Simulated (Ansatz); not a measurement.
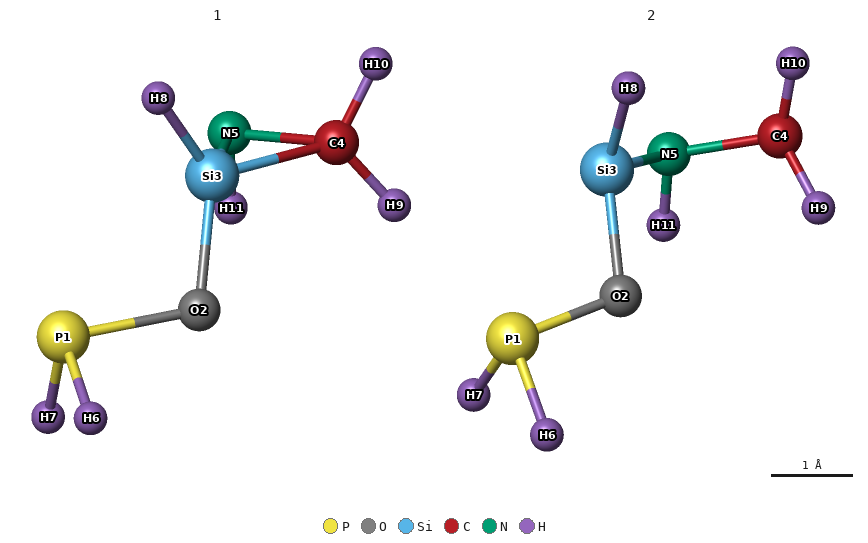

Two geometries of CH$_{6}$NOPSi, drawn at one scale. One is the start of a relaxation, the other its converged end. Style: ball-and-stick. Shown from a free direction.

These are results of UKS PBE-D4/STO-3G (Ansatz), not measurements. (collinear spin; force threshold 0.02 eV/Å; at most 40 steps)

Q: Which geometry has the lower energy?

A: Structure 1 is the relaxed one. The run prepares the start of a later molecular dynamics calculation, from a guessed geometry. Over 17 geometry steps the energy falls by 94.9 kcal/mol. Largest force component: 6.6 eV/Å at the start, 0.015 eV/Å at the end. The atom that moves furthest after the best rigid fit is Si3 (0.54 Å). Largest moves by element: Si 0.54 Å, H 0.51 Å, C 0.31 Å, N 0.29 Å, O 0.25 Å, P 0.20 Å. Some distances before and after: Si3–C4 2.385 → 1.826 Å, P1–O2 1.551 → 1.777 Å, Si3–N5 1.633 → 1.837 Å, C4–N5 1.487 → 1.597 Å. New bonds form: Si3–C4 (2.39 → 1.83 Å). Among the angles between lasting bonds that change: Si3–N5–C4 99.6° → 63.8°, O2–Si3–N5 109.8° → 120.7°, C4–N5–H11 111.4° → 101.6°. Groups turn about P1–O2 by about 20°. The run took 43 s on 1 thread of Intel(R) Xeon(R) 6975P-C (Granite Rapids) (shared host), peak memory 0.21 GiB.

Limits of the set-up: STO-3G is a minimal basis, so the numbers are rough.
